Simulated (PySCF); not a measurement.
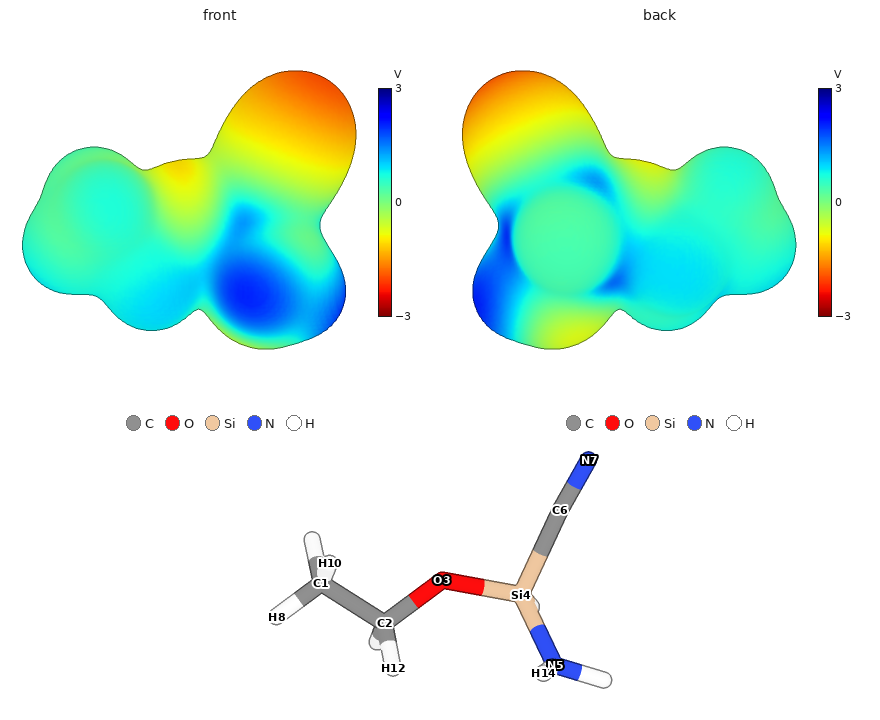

The picture shows: C3H8N2OSi. The electrostatic potential painted on the density surface at 0.002 e/bohr³, seen from the front and from behind; the colour scale runs from red (negative) to blue (positive). The bare structure is drawn below in the same view.

Geometry: GFN2-xTB.

Level of theory: B3LYP/def2-SVPD, SCF density, gas phase in PySCF.

```tsv
atom	x (Å)	y (Å)	z (Å)
C	2.3458	0.3868	-0.8495
C	1.2515	-0.4378	-0.1906
O	0.1535	0.3858	0.0883
Si	-1.2308	0.0538	0.8447
N	-2.0658	-1.2514	0.0931
C	-2.0676	1.7222	0.6932
N	-2.6539	2.7037	0.6323
H	3.1895	-0.2495	-1.1021
H	2.6784	1.1696	-0.1730
H	1.9654	0.8524	-1.7551
H	1.6198	-0.8843	0.7406
H	0.9352	-1.2519	-0.8536
H	-1.1051	-0.3067	2.2545
H	-2.0740	-1.3220	-0.9128
H	-2.9461	-1.5628	0.4680
```

### Which sites attract a positive test charge, and which a negative one?

A positive charge is drawn to the negative regions and a negative charge to the positive ones. The most negative region (about −1.9 V) lies over N7, the most positive (about +2.0 V) over H14 and H15. N7 is the likeliest acceptor of a hydrogen bond.
